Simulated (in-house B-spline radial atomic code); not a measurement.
# Run report: Mo⁻, RPA and GW calculation

System: Mo⁻, configuration [Kr] 4d5 5s2.
Method: RPA, second-order and SOSEX correlation energies and G0W0 (contour deformation) on a scalar-relativistic (spin-free one-electron X2C) mean field, all electrons, B-spline basis (in-house B-spline radial atomic code).

### Input
```
Z = 42
electrons = 43.0
configuration = [Kr] 4d5 5s2
hamiltonian = x2c
method = pbeh
lmax = 9
exact_exchange_fraction = 1.0
rms_radius = 4.4091
spin_polarised = True
box_radius = 60.0
intervals = 74
ion_configuration = [Kr] 4d5 5s1
```

The run was one of a batch that the task file lists, launched with:
```bash
python <driver script> task.json out
```

The program writes its results to a structured record and prints no log; tables and figures of this report are taken from that record.

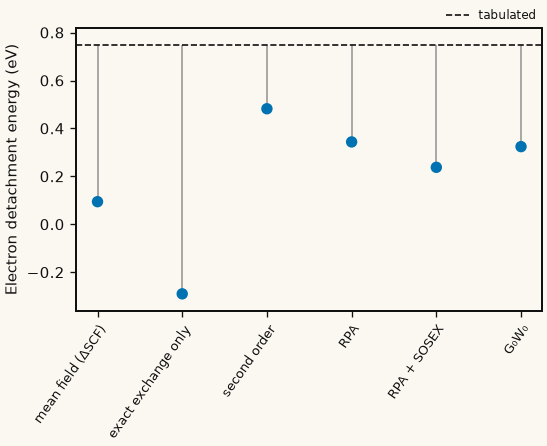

Figure 1. Electron detachment energy of Mo⁻ ([Kr] 4d⁵ 5s² → [Kr] 4d⁵ 5s). All-electron spherical atom, scalar X2C, PBE with 100 % exact exchange start, no spin-orbit coupling, Breit or QED terms; computed with a B-spline radial code. Differences of total energies, each species on its own start, beside the G₀W₀ level.

```csv
Method,Electron detachment energy (eV)
mean field (ΔSCF),0.095
exact exchange only,−0.290
second order,0.482
RPA,0.344
RPA + SOSEX,0.238
G₀W₀,0.324
```

The values run from −0.290 eV (exact exchange only) to 0.482 eV (second order). The tabulated value is 0.748 eV; nearest to it come second order (−0.266) and RPA (−0.404), furthest exact exchange only (−1.038 eV).

### Key numbers

```
                                                                   quantity                      value
                                                                    outcome                  converged
                                                    mean-field total energy        −4048.32401 hartree
                                     total energy with exact exchange alone        −4046.22980 hartree
                                                      exact exchange energy         −122.86799 hartree
RPA correlation, extrapolated in the angular momentum of the empty orbitals           −2.86131 hartree
                                                 RPA correlation, as summed           −2.81979 hartree
                                                   direct second-order term           −3.20284 hartree
                                                 second-order exchange term            0.94228 hartree
                                                                 SOSEX term            0.88106 hartree
                                                                   hardware  1 CPU thread, shared host
                                                                  wall time                       22 s
```

### Notes

Caveats: anion configuration assumed; spin-orbit coupling, Breit and QED terms are absent.
